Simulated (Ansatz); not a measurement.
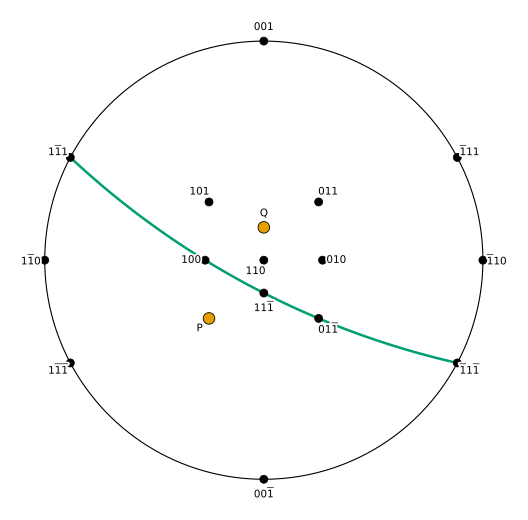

For Pr, the input geometry of an electronic-structure calculation (not necessarily at equilibrium); the starting structure was generated, so it need not be a known form of this composition: stereographic projection of plane normals (upper hemisphere) centred on (1 1 0). Symmetry computed with spglib at a tolerance of 0.002 Å; standard conventional cell.

a = 3.743 Å, b = 3.743 Å, c = 6.104 Å, α = 90.00°, β = 90.00°, γ = 120.00°.

> Index the poles marked P, Q.

P is (1 0 −1), in four indices (1 0 −1 −1), 40.1° from the centre; Q is (1 1 1), in four indices (1 1 −2 1), 17.0° from the centre.

> Which zone does the coloured great circle trace?

The zone [0 1 1]: its poles satisfy k + l = 0.

> What is the angle between the normals of (1 −1 1) and (0 1 0), and what are their d_hkl = 1/|g|?

116.2°; d = 2.863 Å and 3.242 Å.
